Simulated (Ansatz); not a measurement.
Geometry relaxation, with input and output: SnH5ClO (part 2 of 2)

Continued. System: SnH5ClO. Method: RHF/def2-SVP (Ansatz 0.2.0). The input holds or restrains some coordinates. It belongs to a series of runs on one base structure; here: pulled along the bonds that form and break, towards end B.

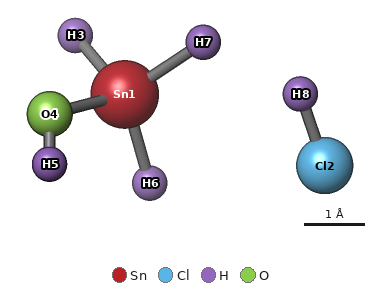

Figure 1. The geometry at step 11 of the log (ball-and-stick view, seen at a tilt; atoms are numbered from 1 in the order of the input).

## Trajectory as extended XYZ, continued
```
8
Properties=species:S:1:pos:R:3:forces:R:3 step=4 energy=-20416.31313
Sn    0.1189    0.1540   -0.3780    0.5259   0.0494   1.2489
Cl    0.1010    0.2418    3.0449    0.5868   1.2958  -1.2304
H     1.7062   -0.0514   -0.6415    1.4973  -1.1103  -1.5592
O    -1.0397    1.6264   -0.7310   -1.1981   0.7827  -1.3778
H    -1.9160    1.3877   -0.9009   -1.6013   0.0413  -0.6857
H    -0.8061   -1.3753   -0.5440    0.4549   1.0799   0.5768
H     0.7576    1.6605    0.3968    0.3214  -0.8307   1.6323
H     0.5006    1.1729    2.1230   -0.5868  -1.3080   1.3951
8
Properties=species:S:1:pos:R:3:forces:R:3 step=5 energy=-20417.45122
Sn    0.1673    0.2182   -0.4115    0.2258   0.7816   0.6051
Cl    0.1096    0.2622    3.1612    0.3378   0.7678  -0.7377
H     1.7784   -0.1440   -0.7968    0.1794  -0.4689  -1.2132
O    -1.1257    1.6343   -0.8629   -0.0567  -0.1248  -0.8661
H    -2.0208    1.3809   -0.9597   -0.6412  -0.1168  -0.3987
H    -0.7640   -1.2714   -0.4906    0.3316   0.6828   0.5588
H     0.7954    1.5932    0.4817   -0.0198  -0.7317   1.0073
H     0.4824    1.1431    2.2480   -0.3569  -0.7899   1.0446
8
Properties=species:S:1:pos:R:3:forces:R:3 step=6 energy=-20418.10261
Sn    0.1953    0.2797   -0.3976    0.2111   0.6020   0.0466
Cl    0.0964    0.2246    3.2154    0.3448   0.8301  -0.6683
H     1.7484   -0.1837   -0.9876   -0.2837   0.0227  -0.7766
O    -1.1381    1.6152   -1.0029   -0.0697  -0.2268  -0.6162
H    -2.0464    1.3530   -1.0166    0.0606  -0.0685  -0.2334
H    -0.7247   -1.1850   -0.3804    0.1708   0.3584   0.5982
H     0.8129    1.5665    0.5852   -0.0542  -0.6405   0.5992
H     0.4787    1.1463    2.3539   -0.3798  -0.8772   1.0505
8
Properties=species:S:1:pos:R:3:forces:R:3 step=7 energy=-20418.55113
Sn    0.2063    0.3236   -0.3942    0.2607   0.4510  -0.2302
Cl    0.0756    0.1625    3.2260    0.4418   1.1418  -0.6522
H     1.6833   -0.1539   -1.1712   -0.4713   0.1960  -0.4108
O    -1.1263    1.5896   -1.1477   -0.1484  -0.3550  -0.3062
H    -2.0385    1.3283   -1.0773    0.4075   0.0520  -0.1738
H    -0.7023   -1.1261   -0.2232    0.1496   0.2769   0.4949
H     0.8433    1.5167    0.6840   -0.1402  -0.5386   0.1731
H     0.4810    1.1757    2.4730   -0.4996  -1.2242   1.1051
8
Properties=species:S:1:pos:R:3:forces:R:3 step=8 energy=-20418.83484
Sn    0.2109    0.3480   -0.3890    0.3638   0.3658  -0.3285
Cl    0.0338    0.1273    3.2263    0.4806   1.1875  -0.4950
H     1.5840   -0.0896   -1.3323   -0.3022   0.1339  -0.1990
O    -1.0948    1.5530   -1.2632   -0.1354  -0.2925  -0.0748
H    -2.0044    1.3256   -1.1146    0.2353   0.0977  -0.1603
H    -0.6553   -1.0889   -0.0618    0.0724   0.1983   0.3434
H     0.8672    1.4668    0.7539   -0.1575  -0.4086  -0.1027
H     0.4812    1.1743    2.5501   -0.5569  -1.2821   1.0169
8
Properties=species:S:1:pos:R:3:forces:R:3 step=9 energy=-20418.97548
Sn    0.2319    0.3873   -0.3923    0.2233   0.2180  -0.1865
Cl   -0.0351    0.0940    3.2094    0.6020   1.1716  -0.3118
H     1.4896   -0.0458   -1.4682   -0.1039   0.0822  -0.0519
O    -1.0840    1.5294   -1.3198   -0.0182  -0.1056  -0.0153
H    -1.9903    1.2859   -1.2052    0.0330   0.0618  -0.0727
H    -0.6083   -1.0056    0.1132    0.0439   0.0732   0.1285
H     0.8953    1.4343    0.8136   -0.0845  -0.2342  -0.3888
H     0.5234    1.1369    2.6188   -0.6956  -1.2669   0.8986
8
Properties=species:S:1:pos:R:3:forces:R:3 step=10 energy=-20418.98025
Sn    0.2399    0.4089   -0.3810    0.1728   0.1517  -0.3027
Cl   -0.1273    0.0939    3.2148    0.9027   1.2702  -0.4145
H     1.4342    0.0055   -1.5405   -0.0742  -0.0048   0.0990
O    -1.0831    1.5130   -1.3460   -0.0194  -0.0937   0.1064
H    -1.9904    1.2617   -1.2634    0.0256   0.0573  -0.0234
H    -0.5657   -0.9573    0.2504    0.0786   0.0938  -0.0644
H     0.9408    1.4369    0.8209   -0.0891  -0.1397  -0.4096
H     0.5741    1.0537    2.6142   -0.9970  -1.3350   1.0093
8
Properties=species:S:1:pos:R:3:forces:R:3 step=11 energy=-20418.99859
Sn    0.2558    0.3914   -0.3942    0.1722   0.1552  -0.2677
Cl   -0.1723    0.1269    3.1946    0.7741   1.0698  -0.2957
H     1.4501    0.0057   -1.5503   -0.0224   0.0144   0.0215
O    -1.0884    1.4557   -1.3658    0.3279   0.0526  -0.0493
H    -1.9941    1.3379   -1.1479   -0.3168  -0.0323   0.0829
H    -0.5172   -0.9900    0.2243    0.0277   0.0042   0.0172
H     0.9437    1.4251    0.8106   -0.0778  -0.1342  -0.4036
H     0.5448    1.0639    2.5982   -0.8849  -1.1297   0.8947
8
Properties=species:S:1:pos:R:3:forces:R:3 step=12 energy=-20419.00779
Sn    0.2729    0.3719   -0.4105    0.2208   0.1416  -0.1768
Cl   -0.2548    0.1814    3.1687    0.8045   0.9864  -0.2498
H     1.4505    0.0251   -1.5931   -0.0165  -0.0013   0.0044
O    -1.0934    1.4335   -1.3475   -0.0292   0.0270  -0.0040
H    -1.9897    1.3692   -1.0582   -0.0170   0.0112   0.0081
H    -0.4647   -1.0263    0.2168    0.0347   0.0087  -0.0118
H     0.9686    1.3928    0.8026   -0.0548  -0.1391  -0.4148
H     0.5331    1.0689    2.5906   -0.9425  -1.0345   0.8446
8
Properties=species:S:1:pos:R:3:forces:R:3 step=13 energy=-20418.86485 accepted=F
Sn    0.3025    0.3462   -0.4271    0.2388   0.1015  -0.1814
Cl   -0.3489    0.2360    3.1416    0.7912   0.8966  -0.2549
H     1.4642    0.0327   -1.6293    0.0251   0.0021  -0.0343
O    -1.0991    1.3596   -1.3635   -3.3303   0.4965   1.6742
H    -1.9996    1.4733   -0.8934    3.2550  -0.4176  -1.6835
H    -0.3763   -1.0751    0.2055    0.0132  -0.0292   0.0324
H     0.9945    1.3743    0.7820   -0.0457  -0.1257  -0.3754
H     0.4852    1.0696    2.5537   -0.9472  -0.9243   0.8229
8
Properties=species:S:1:pos:R:3:forces:R:3 step=14 energy=-20419.00495
Sn    0.2825    0.3720   -0.4113    0.1813   0.1701  -0.2169
Cl   -0.3082    0.2149    3.1612    0.9381   0.9869  -0.3161
H     1.4463    0.0296   -1.6079   -0.0072   0.0056  -0.0054
O    -1.0977    1.4354   -1.3298   -0.2265  -0.0184   0.0905
H    -1.9959    1.3642   -1.0350    0.2210   0.0242  -0.0601
H    -0.4374   -1.0319    0.2197    0.0206  -0.0075  -0.0002
H     0.9888    1.3903    0.7965   -0.0429  -0.1380  -0.3891
H     0.5441    1.0421    2.5759   -1.0843  -1.0231   0.8972
8
Properties=species:S:1:pos:R:3:forces:R:3 step=15 energy=-20419.01813
Sn    0.2985    0.3574   -0.4203    0.2502   0.1494  -0.2529
Cl   -0.3820    0.2628    3.1387    0.9012   0.9046  -0.3055
H     1.4350    0.0463   -1.6508   -0.0051   0.0034  -0.0066
O    -1.1072    1.4133   -1.3082   -0.0523  -0.0234   0.0916
H    -1.9782    1.3952   -0.9419    0.0300   0.0223  -0.0200
H    -0.3769   -1.0657    0.2149   -0.0030  -0.0108   0.0025
H     1.0333    1.3567    0.7872   -0.0575  -0.1226  -0.3749
H     0.4999    1.0505    2.5496   -1.0636  -0.9228   0.8659
8
Properties=species:S:1:pos:R:3:forces:R:3 step=16 energy=-20419.01912
Sn    0.3401    0.3285   -0.4500    0.0239   0.2759  -0.1163
Cl   -0.4937    0.3393    3.0829    1.0963   0.9210  -0.3150
H     1.4396    0.0632   -1.7254   -0.0346   0.0036   0.0438
O    -1.1136    1.3940   -1.2529   -0.3162  -0.0470   0.2051
H    -1.9592    1.4077   -0.8168    0.3905  -0.0080  -0.1845
H    -0.3247   -1.0929    0.2022    0.0653  -0.0663  -0.0526
H     1.0539    1.3135    0.7833    0.0671  -0.1507  -0.4337
H     0.4801    1.0633    2.5461   -1.2922  -0.9285   0.8532
8
Properties=species:S:1:pos:R:3:forces:R:3 step=17 energy=-20419.04713
Sn    0.3520    0.3096   -0.4495    0.1998   0.1375  -0.2091
Cl   -0.5939    0.4195    3.0459    0.9920   0.7644  -0.3338
H     1.4093    0.0954   -1.7651    0.0087   0.0001  -0.0116
O    -1.1365    1.3515   -1.2107    0.0305  -0.0314   0.1010
H    -1.9135    1.4636   -0.6860   -0.0327   0.0171  -0.0057
H    -0.2283   -1.1593    0.1772    0.0064  -0.0272   0.0004
H     1.1246    1.2641    0.7718   -0.0123  -0.1136  -0.3663
H     0.4087    1.0722    2.4858   -1.1924  -0.7469   0.8251
```

The run was set up as follows.

## Input
```yaml
crystal:
  periodic: [false, false, false]
  atoms:
    - { symbol: Sn, position_ang: [0.0, 0.0, 0.0] }
    - { symbol: Cl, position_ang: [0.0, 0.0, 2.76] }
    - { symbol: H, position_ang: [1.6408, 0.0, -0.5794] }
    - { symbol: O, position_ang: [-0.9232, 1.5994, -0.6527] }
    - { symbol: H, position_ang: [-1.881, 1.3686, -0.8751] }
    - { symbol: H, position_ang: [-0.8195, -1.4198, -0.5794] }
    - { symbol: H, position_ang: [0.7648, 1.7785, 0.6433] }
    - { symbol: H, position_ang: [0.6406, 1.4898, 1.6527] }
basis:
  gaussian: { orbitals: def2-SVP }
hamiltonian:
  xc: hf
relax:
  f_tol: 0.15
  max_steps: 25
  restrain:
    - { distance: [0, 6], at: 1.74, k: 30.0 }
    - { distance: [7, 1], at: 1.37, k: 30.0 }
    - { distance: [0, 1], at: 3.61, k: 30.0 }
    - { distance: [7, 6], at: 1.86, k: 30.0 }
```

Run as:
```bash
ansatz run input.yaml --threads 1 --pin off --max-ram 2048MiB --backend cpu --events-out ev --progress --plain --runs-dir out
```

## Summary

| quantity | value |
| --- | --- |
| outcome | converged under the restraints of the input |
| total energy | −20419.0471 eV |
| mean-field energy | −20419.0471 eV |
| largest force (length of the vector) at the end, held atoms and coordinates included | 1.631 eV/Å |
| hardware | 1 thread of Arm Neoverse V2, 24 GiB of memory available, shared host |
| wall time | 33 s |
| peak memory | 0.16 GiB |
